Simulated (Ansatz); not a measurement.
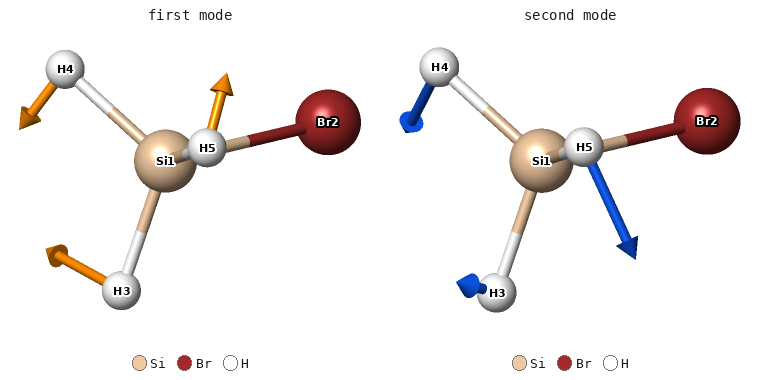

The system is BrH₃Si, charge +1, spin multiplicity 2; the picture shows the reference structure; its two panels give the patterns of the first and the second mode as arrows. Coordinates scanned: (1) normal mode 5 (911 cm⁻¹, of the parent); (2) normal mode 6 (911 cm⁻¹, of the parent). Nothing is relaxed (straight displacements along the two mass-weighted modes). The scan uses a 15 × 15 grid; 99 points were computed and 86 follow by symmetry. At 40 points there is no value. Points are written as (first, second). Energies: meV, counted from the lowest grid point. Near the degeneracy a single determinant is a rough description. Theory: UKS PBE-D4/def2-TZVP in Ansatz 0.2.0.

Its coordinates:

```xyz
5

Si   -0.0010    0.0016   -0.1636
Br    0.0130   -0.0207    2.0715
H     1.4093    0.0113   -0.6448
H    -0.7148    1.2278   -0.6193
H    -0.7064   -1.2200   -0.6438
```

Range: normal mode 5 (911 cm⁻¹, of the parent) from −0.296 to 0.296 amu½·Å; normal mode 6 (911 cm⁻¹, of the parent) from −0.296 to 0.296 amu½·Å.

**What will the energy surface look like?**

The lowest grid point is at (0.000 amu½·Å, −0.212 amu½·Å); the map holds 3 wells of about this depth. The highest grid point, (−0.296 amu½·Å, −0.296 amu½·Å), lies 76.9 meV above the lowest. On the interpolated surface the easiest way out of the lowest well to a well of about the same depth near (0.169 amu½·Å, 0.127 amu½·Å) passes a barrier of about 6 meV.

| second ↓, first → | −0.296 | −0.254 | −0.212 | −0.169 | −0.127 | −0.085 | −0.042 | 0.000 | 0.042 | 0.085 | 0.127 | 0.169 | 0.212 | 0.254 | 0.296 |
| --- | --- | --- | --- | --- | --- | --- | --- | --- | --- | --- | --- | --- | --- | --- | --- |
| 0.296 | 46.2 | 38.2 | 32.8 | 29.8 | 28.4 | 28.0 | 28.0 | 28.1 | 28.0 | 28.0 | 28.4 | 29.8 | 32.8 | 38.2 | 46.2 |
| 0.254 | 32.6 | – | 19.8 | – | 16.2 | – | 16.5 | – | 16.5 | – | 16.2 | – | 19.8 | – | 32.6 |
| 0.212 | 22.6 | 15.0 | 10.3 | 8.1 | 7.8 | 8.3 | 9.1 | 9.4 | 9.1 | 8.3 | 7.8 | 8.1 | 10.3 | 15.0 | 22.6 |
| 0.169 | 15.9 | – | 4.2 | – | 3.0 | – | 5.7 | – | 5.7 | – | 3.0 | – | 4.2 | 8.5 | 15.9 |
| 0.127 | 12.4 | 5.2 | 1.2 | 0.3 | 1.8 | 4.3 | 6.5 | 7.3 | 6.5 | 4.3 | 1.8 | 0.3 | 1.2 | 5.2 | 12.4 |
| 0.085 | 11.6 | – | 0.8 | – | 3.2 | – | 11.4 | – | 11.4 | – | 3.2 | – | 0.8 | – | 11.6 |
| 0.042 | 13.4 | 6.0 | 2.2 | 2.1 | 5.5 | 12.4 | 20.0 | 22.6 | 20.0 | 12.4 | 5.5 | 2.1 | 2.2 | 6.0 | 13.4 |
| 0.000 | 17.1 | – | 4.7 | – | 6.8 | – | 23.5 | – | 23.5 | – | 6.8 | – | 4.7 | – | 17.1 |
| −0.042 | 22.4 | 13.3 | 7.7 | 5.5 | 6.7 | 11.0 | 18.1 | 26.0 | 18.1 | 11.0 | 6.7 | 5.5 | 7.7 | 13.3 | 22.4 |
| −0.085 | 28.8 | – | 11.1 | – | 6.1 | 7.8 | 11.5 | – | 11.5 | 7.8 | 6.1 | – | 11.1 | 18.4 | 28.8 |
| −0.127 | 36.3 | 24.2 | 15.1 | 9.0 | 5.7 | 4.9 | 5.7 | 6.5 | 5.7 | 4.9 | 5.7 | 9.0 | 15.1 | 24.2 | 36.3 |
| −0.169 | 44.7 | – | 19.8 | – | 6.3 | – | 1.9 | 1.6 | 1.9 | – | 6.3 | – | 19.8 | 30.8 | 44.7 |
| −0.212 | 54.1 | 38.5 | 25.7 | 15.7 | 8.4 | 3.6 | 0.9 | 0.0 | 0.9 | 3.6 | 8.4 | 15.7 | 25.7 | 38.5 | 54.1 |
| −0.254 | 64.8 | – | 33.0 | – | 12.7 | 6.5 | 2.9 | 1.7 | 2.9 | 6.5 | 12.7 | – | 33.0 | – | 64.8 |
| −0.296 | 76.9 | 58.1 | 42.2 | 29.3 | 19.4 | 12.4 | 8.2 | 6.8 | 8.2 | 12.4 | 19.4 | 29.3 | 42.2 | 58.1 | 76.9 |

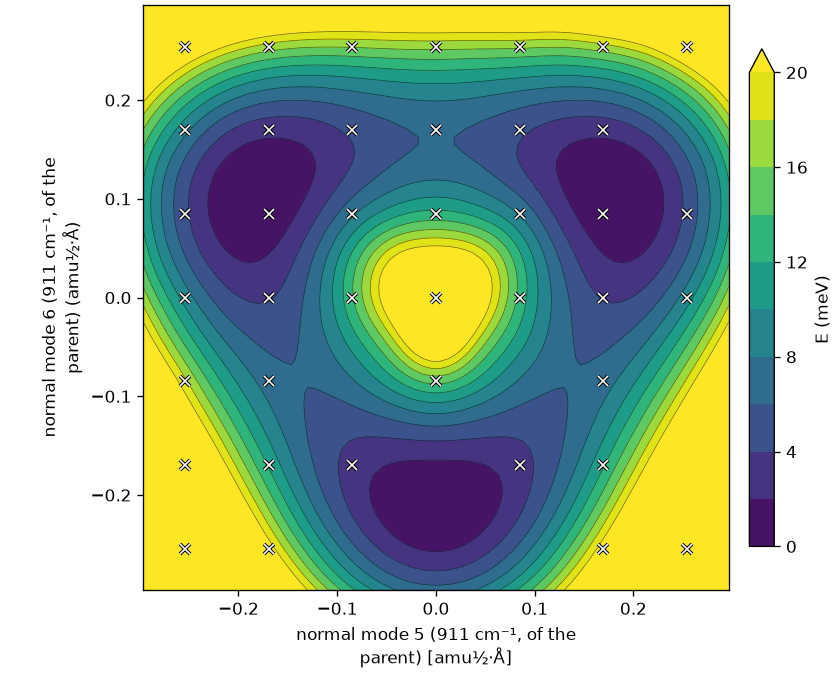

In the figure: filled contours, crosses at grid points without a value, one colour for all values above the top of the scale. Between grid points the surface is interpolated.

Time for the 99 points that were run: 14 min on 1 thread of Arm Neoverse V2 (shared host).
